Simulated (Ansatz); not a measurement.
Take Ca(OH)₂ (space group P-3m1, No. 164; a = 3.5612 Å, c = 4.7677 Å; layered) as the base.

The change: cell and atoms relaxed at a pressure of 60 GPa.

Level of theory: PBEsol (Ansatz, a first-principles code), without spin-orbit coupling.

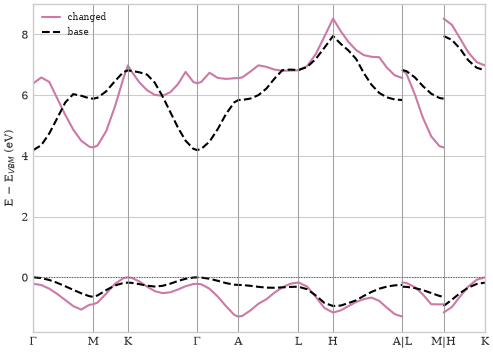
Figure: Highest valence and lowest conduction band along the path, each from its own valence-band maximum

The gap is 4.28 eV, indirect, K → M; the base has 4.19 eV.

Load acts through the strain it causes; cell and atoms are relaxed under it. No phonon test of stability was made. No other phases were tried under pressure. No dispersion term is included in the PBEsol runs.
